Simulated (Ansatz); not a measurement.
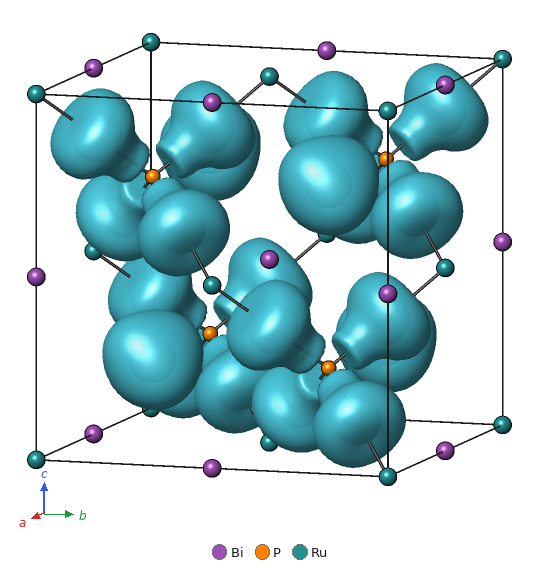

BiP$_{6}$Ru. Isosurface of the electron localisation function at 0.7 (cyan), seen slightly off an axis. Only the valence region is drawn (cores and ρ < 0.01 e/Å³ removed). Sticks mark near contacts.

Space group F-43m; a structure generated by program, which may or may not match a known phase; computed without spin polarisation.

Theory: DFT PBE, scalar-relativistic, plane waves, PAW (Ansatz).

The calculation's input:

```
crystal:
  lattice:
    - [0.0, 4.854794465, 4.854794465]
    - [4.854794465, 0.0, 4.854794465]
    - [4.854794465, 4.854794465, 0.0]
  atoms:
    - { symbol: Bi, position: [0.5, 0.5, 0.5] }
    - { symbol: P, position: [0.8724253693, 0.3827238921, 0.8724253693] }
    - { symbol: P, position: [0.8724253693, 0.8724253693, 0.8724253693] }
    - { symbol: P, position: [0.3827238921, 0.8724253693, 0.8724253693] }
    - { symbol: P, position: [0.8724253693, 0.8724253693, 0.3827238921] }
    - { symbol: P, position: [0.25, 0.25, 0.25] }
    - { symbol: P, position: [0.75, 0.75, 0.75] }
    - { symbol: Ru, position: [0.0, 0.0, 0.0] }
basis:
  ecutwfc: 420
kpoints:
  mp_grid: { grid: [8, 8, 8] }
hamiltonian:
  xc: pbe
scf:
  occupations: { method: gaussian, width: 0.1 }
output:
  forces: true
  stress: true
  eigenvalues: true
  write_density: true
  write_potential: true
  elf: true
  volumetric_format: npy
relax:
  adjacent_minimum: "off"
  f_tol: 0.01
  max_steps: 80
  cell: { stress_tol: 0.05 }
```

Command:

```sh
ansatz run input.yaml --threads 1 --pin off --max-ram 2560MiB --backend cpu --events-out ev --progress --plain --runs-dir out
```

Below, planes, directions and counts refer to the conventional cell (a = 9.71 Å, b = 9.71 Å, c = 9.71 Å, α = 90.00°, β = 90.00°, γ = 90.00°).

Where are the electrons localised?

At this value the surface marks out 16 regions on P in which the atom's valence shell and bonds are merged and four regions wrapped around P (the valence shell of each), counted in one cell of 32 atoms. Any copies at cell faces, edges or corners count once. Profiles from the grid: P–P (2.06 Å): the ELF peaks at about 0.90 between the atoms. P–Ru (2.15 Å): the ELF peaks at about 0.75 in the valence shell of P, 0.7 Å from its nucleus, and is about 0.40 at the midpoint.
